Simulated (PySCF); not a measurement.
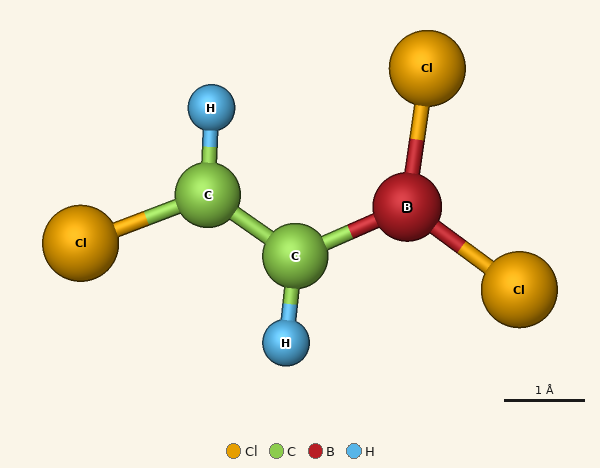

Fig. 1: The structure (ball-and-stick view, seen on its broad side). Bond lengths as drawn: B–C 1.54 Å, B–Cl 1.75 to 1.76 Å, C–C 1.34 Å, C–Cl 1.71 Å and C–H 1.09 Å.

C₂H₂BCl₃: NMR shielding calculation

The run: NMR shielding calculation of C₂H₂BCl₃. Method and program: GIAO PBE0/pcSseg-0 NMR shielding, non-relativistic, gas phase (PySCF 2.14.0).

The geometry comes from this level: PBE0-D3(BJ)/def2-SVP. Figures and captions count atoms from 1; the log counts them from 0 in places.

### Log
```
coarse grid: 9376 points
cycle   1  E = -1480.3708471368  dE =  6.118e-01  |g| = 3.946e-01  |ddm| = 3.181e+00
cycle   2  E = -1480.3341273858  dE =  3.672e-02  |g| = 5.689e-01  |ddm| = 1.473e+00
cycle   3  E = -1480.4205998675  dE = -8.647e-02  |g| = 5.625e-02  |ddm| = 7.498e-01
cycle   4  E = -1480.4212403253  dE = -6.405e-04  |g| = 3.262e-02  |ddm| = 1.055e-01
cycle   5  E = -1480.4215344569  dE = -2.941e-04  |g| = 7.066e-03  |ddm| = 4.235e-02
cycle   6  E = -1480.4215475283  dE = -1.307e-05  |g| = 1.479e-03  |ddm| = 1.170e-02
cycle   7  E = -1480.4215481509  dE = -6.226e-07  |g| = 3.831e-04  |ddm| = 3.017e-03
final grid: 79608 points
cycle   8  E = -1480.5513428562  dE = -1.105e-05  |g| = 3.328e-03  |ddm| = 1.644e-02
cycle   9  E = -1480.5513414518  dE =  1.404e-06  |g| = 4.006e-03  |ddm| = 9.498e-03
cycle  10  E = -1480.5513459592  dE = -4.507e-06  |g| = 3.919e-04  |ddm| = 6.070e-03
cycle  11  E = -1480.5513459968  dE = -3.759e-08  |g| = 5.644e-05  |ddm| = 6.713e-04
cycle  12  E = -1480.5513459972  dE = -4.045e-10  |g| = 4.517e-05  |ddm| = 1.259e-04
cycle  13  E = -1480.5513459978  dE = -5.780e-10  |g| = 1.265e-05  |ddm| = 6.502e-05
```

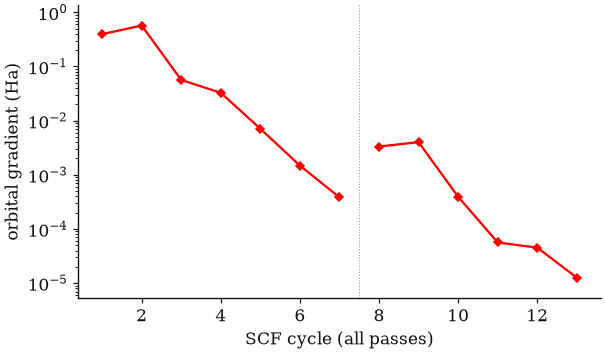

Fig. 2: Convergence of the self-consistent field: orbital gradient against the SCF cycle. The dotted line marks the change from a coarse to the final integration grid. The first 7 cycles use a coarse grid, the final grid takes over at cycle 8, and the field converges after 13 cycles in all.

```
converged SCF energy = -1480.5513459978

GIAO shielding tensors (ppm)
atom      isotropic    diamagn.    paramagn.     s11        s22        s33       span
  0 Cl     674.121    1143.680    -469.559    426.208    789.593    806.560    380.352
  1 C       16.342     261.742    -245.400    -98.018     16.511    130.534    228.551
  2 C       50.846     263.369    -212.523    -53.994     52.890    153.642    207.636
  3 B       41.327     186.135    -144.808     14.797     25.692     83.493     68.697
  4 Cl     753.182    1145.057    -391.875    464.055    797.017    998.472    534.417
  5 Cl     695.873    1143.770    -447.897    429.157    720.682    937.779    508.622
  6 H       25.345      30.628      -5.283     20.915     23.690     31.431     10.516
  7 H       26.356      30.580      -4.224     23.741     24.319     31.008      7.267
```

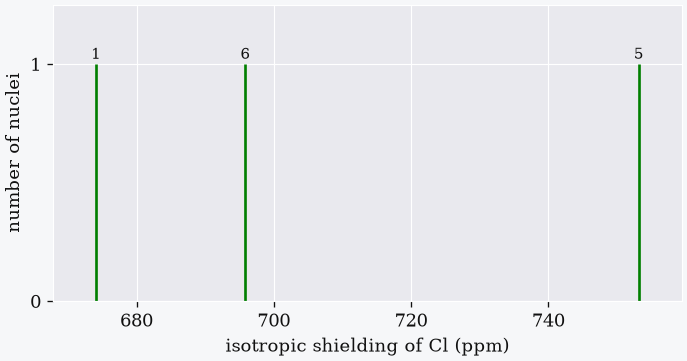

Fig. 3: Isotropic shieldings of the chlorine nuclei in this fixed geometry, labelled by atom number; shielding grows to the right, so chemical shift grows to the left. The least shielded is Cl1 (674.1 ppm), the most shielded Cl5 (753.2 ppm).

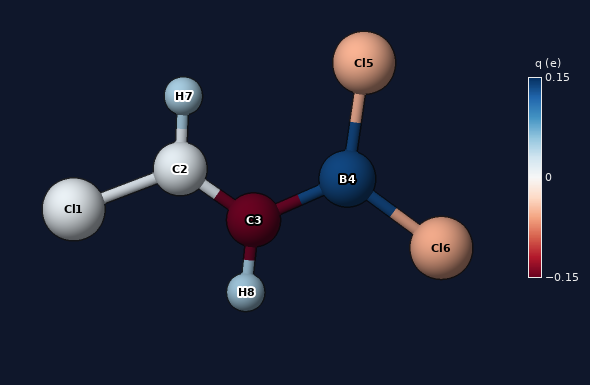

Fig. 4: Hirshfeld charges, as the colour of each atom (ball-and-stick view, seen on its broad side; atoms are numbered from 1 in the order of the input). By element: Cl −0.06 to +0.01, C −0.15 to +0.01, B +0.14 and H +0.05 e.

The run was set up as follows.

### The input
```
{"job": {"kind": "nmr", "xc": "PBE0", "basis": "pcSseg-0", "pop": true}, "charge": 0, "multiplicity": 1}
Cl     2.727741     0.260884    -0.742686
C      1.079288     0.494596    -0.346482
C      0.238236    -0.493085    -0.001430
B     -1.232524    -0.207378     0.344206
Cl    -1.889924     1.423317     0.338617
Cl    -2.304540    -1.529343     0.761880
H      0.765906     1.541802    -0.398444
H      0.615743    -1.519779     0.030507
```

The first line tells a small driver script what to run in PySCF; the rest is the geometry in Å.

Run as:
```bash
OMP_NUM_THREADS=1 python <driver script> task.json out
```

### Results in brief

- outcome: converged
- total energy: −1480.551346 hartree
- HOMO: −8.49 eV
- LUMO: −2.68 eV
- dipole moment: 1.19 D
- isotropic shielding, Cl: 674.1 to 753.2 ppm
- isotropic shielding, C: 16.3 to 50.8 ppm
- isotropic shielding, B: 41.3 ppm
- isotropic shielding, H: 25.3 to 26.4 ppm
- hardware: 1 CPU thread, shared host
- wall time: 5.7 s
- peak memory: 0.54 GiB
